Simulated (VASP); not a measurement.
Consider the following.

```
CELL_PARAMETERS angstrom
      4.50798     0.00000     0.00000
     -2.25399     3.90402     0.00000
      0.00000     0.00000    10.20204
ATOMIC_POSITIONS crystal
  Hg 0.35126 0.35126 0.00000
  Hg 0.64874 0.00000 0.33333
  Hg 0.00000 0.64874 0.66667
  Te 0.45727 0.45727 0.50000
  Te 0.54273 0.00000 0.83333
  Te 0.00000 0.54273 0.16667
```

Method: PBEsol GGA, VASP's PBE PAW potentials (set 64) (plane waves; VASP). Numerical set-up: 400 eV cut-off, 6×6×3 Γ-centred mesh, tetrahedra with Blöchl corrections, potentials Hg Te.

Unless said otherwise, spin-orbit coupling is left out, though it shifts the bands of the heavy elements here.

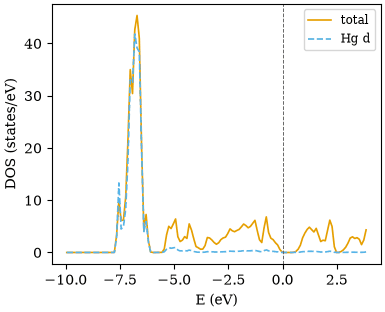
Total and projected density of states, zero at the valence-band maximum

Within 2 eV below the valence-band maximum the largest weight inside VASP's projection spheres is Te p.

It has a band gap.

The structure comes from a computed database's HgTe entry (P3_121); how it stands against other phases isn't given here. It was relaxed first, which changed the volume by -8 %.
